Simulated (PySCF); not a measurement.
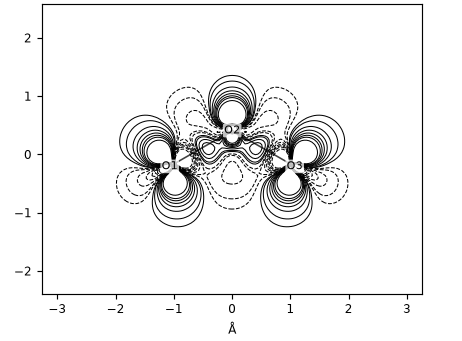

Figure 1: O$_{3}$, SMILES `[O-][O+]=O`. Deformation density (molecule less spherical, spin-averaged free atoms) in the molecular plane; contours at ±0.05 to ±0.8 e/Å³; solid lines: gain, dashed lines: loss.

PySCF calculation, HF/def2-SVP, gas phase; geometry: GFN2-xTB. No frequency check shows the geometry to be a minimum.

Describe the bonding that the map shows.

Answer. O2–O3 and O1–O2: +0.09 e/Å³ at the bond critical point (bond length 1.24 Å, Mayer order 1.3); up to 0.6 Å beside the axis the gain reaches +0.36 e/Å³. In all, 1.0 electrons gather in the regions of gain relative to the promolecule. A small or negative value marks a very polar bond, one between electron-rich atoms, whose free-atom densities already overlap strongly, a long bond to a heavier atom, or a closed-shell contact such as a hydrogen bond.
